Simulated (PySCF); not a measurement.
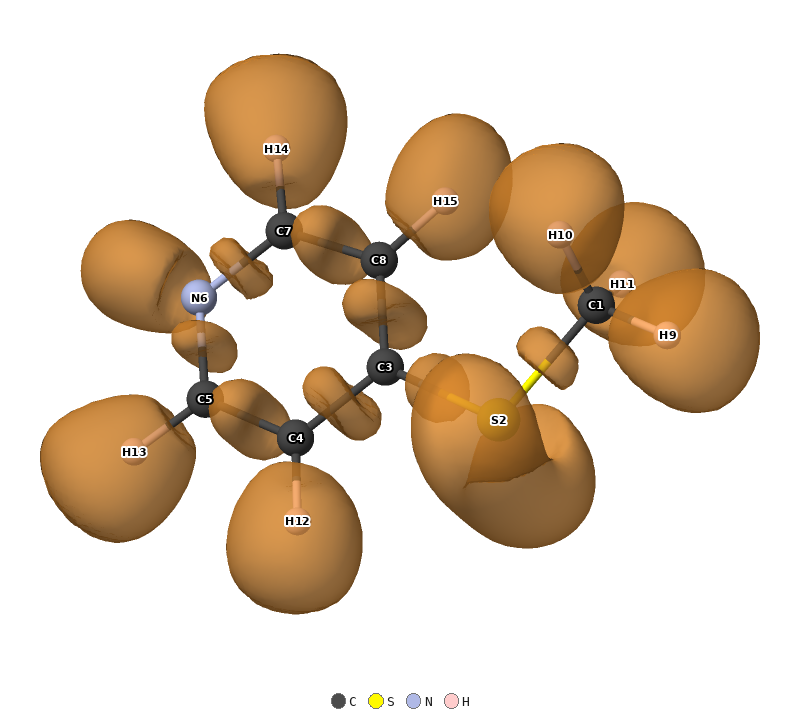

*C₆H₇NS (SMILES CSc1ccncc1). Isosurface of the electron localisation function at 0.8 (orange), seen at an oblique angle. Core shells and regions of very low density are left out.*

Geometry: GFN2-xTB.

Computed with PBE0/pcSseg-1, SCF density, in a chloroform solvent model, non-relativistic in PySCF 2.14.0.

Input

```
{"job": {"xc": "PBE0", "basis": "pcSseg-1", "solvent": "chloroform", "kind": "nmr", "pop": true}, "charge": 0, "multiplicity": 1}
C      2.717033     0.333570     0.127038
S      1.680008    -1.149877    -0.017287
C      0.037259    -0.517236    -0.036563
C     -0.999952    -1.443173    -0.150536
C     -2.300653    -0.978193    -0.167300
N     -2.622287     0.303609    -0.081172
C     -1.635681     1.174158     0.026071
C     -0.293219     0.829620     0.053771
H      3.740727    -0.027308     0.145753
H      2.493791     0.854888     1.053281
H      2.568173     0.976304    -0.735779
H     -0.779423    -2.496373    -0.222839
H     -3.132297    -1.664703    -0.254113
H     -1.932819     2.212767     0.094379
H      0.454928     1.599935     0.143383
```

Launched as:

```sh
OMP_NUM_THREADS=1 python ens_run.py task.json out
```

Identify the bonds, lone pairs and shells in this picture.

Answer. The surface consists of four regions between bonded C–C atoms (shared pairs), two regions between bonded C–N atoms (shared pairs), two regions between bonded C–S atoms (shared pairs), seven regions around hydrogen nuclei, one lobe on N, pointing away from the bonds (lone pairs) and one lobe on S, pointing away from the bonds (lone pairs, which may merge into one lobe). Profiles from the grid: C–N (1.32 Å): the ELF peaks at about 0.90 between the atoms: a covalent bond. C–C (1.38 Å): the ELF peaks at about 0.95 between the atoms: localised, covalent bonding.
